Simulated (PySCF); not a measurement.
C₈H₉N

| atom | x (Å) | y (Å) | z (Å) |
| --- | --- | --- | --- |
| C | -2.4989 | 0.8059 | 0.7375 |
| C | -1.9443 | -0.1058 | -0.0303 |
| C | -1.6971 | -1.5466 | -0.2557 |
| C | -0.8839 | -0.4898 | -0.9647 |
| N | 0.4750 | -0.2685 | -0.5793 |
| C | 1.1236 | 0.8773 | -0.8130 |
| C | 2.4596 | 0.6589 | -0.5519 |
| C | 2.5736 | -0.7075 | -0.2679 |
| C | 1.3468 | -1.2915 | -0.3641 |
| H | -2.1342 | 1.8620 | 0.6796 |
| H | -3.2443 | 0.4708 | 1.4738 |
| H | -1.3048 | -2.1531 | 0.5915 |
| H | -2.5127 | -2.0519 | -0.7983 |
| H | -1.0503 | -0.3615 | -2.0176 |
| H | 0.6464 | 1.7855 | -1.0817 |
| H | 3.2110 | 1.4545 | -0.4851 |
| H | 3.5186 | -1.2717 | -0.0903 |
| H | 0.9197 | -2.3183 | -0.3439 |

Geometry: GFN2-xTB, MD frame at 250 fs, 200 K.

Theory: PySCF, PBE0/pcSseg-1, SCF density, gas phase, non-relativistic.

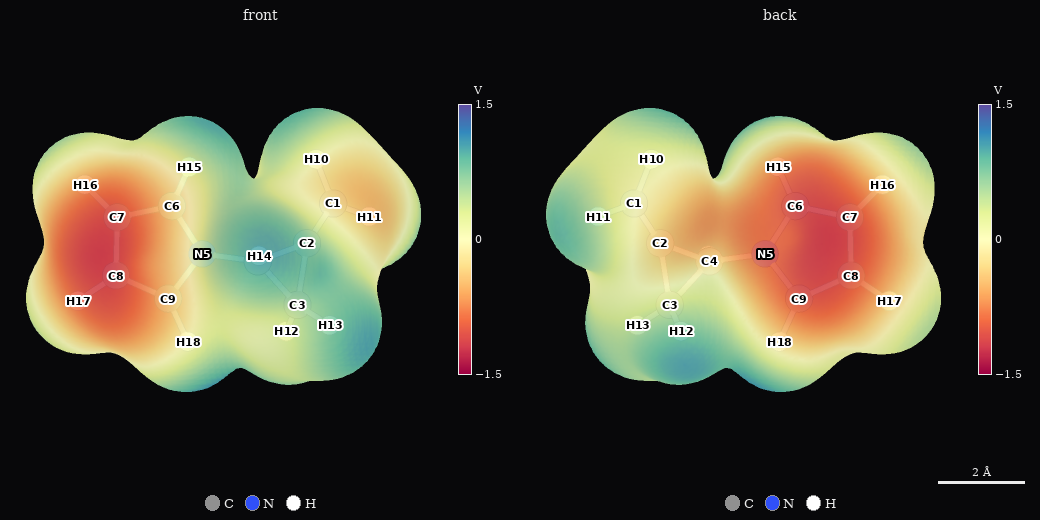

Figure 1. The electrostatic potential painted on the density surface at 0.002 e/bohr³, seen from the front and from behind; the colour scale runs from red (negative) to blue (positive).

**Where is the surface potential most negative and most positive?**

The most negative region (about −1.2 V) lies over the π face of C7 and C8, the most positive (about +1.1 V) over H12, H13, H14 and H18.

**How polar is the molecule by this calculation?**

Its dipole moment is 2.04 D.

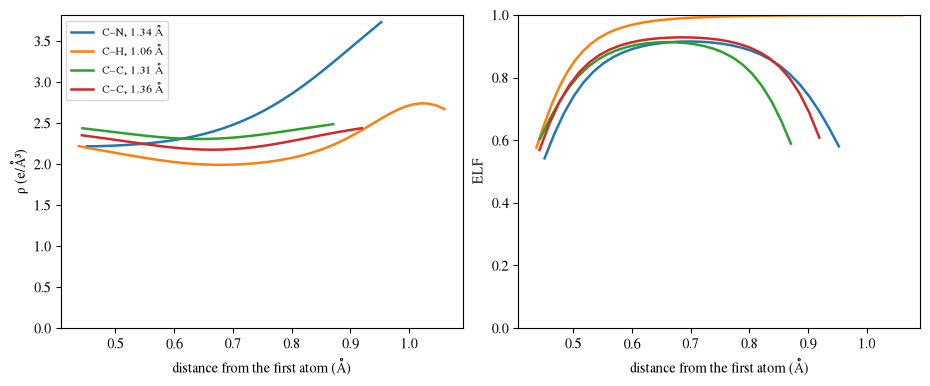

Figure 2. Total electron density and ELF along straight lines between neighbouring atoms. The curves leave out the atomic cores.

**Compare the contacts.**

C–N (1.34 Å): ρ at the midpoint is about 2.4 e/Å³; the ELF peaks at about 0.90 between the atoms: localised, covalent bonding.
C–H (1.06 Å): ρ is about 2.1 e/Å³ halfway; the ELF climbs to about 1 towards the hydrogen, as it does in any bond to H: a covalent bond by its length.
C–C (1.31 Å): ρ is about 2.3 e/Å³ halfway; the ELF peaks at about 0.90 between the atoms (a short, multiple covalent bond).
C–C (1.36 Å): ρ is about 2.2 e/Å³ halfway; the ELF peaks at about 0.95 between the atoms (a covalent bond).
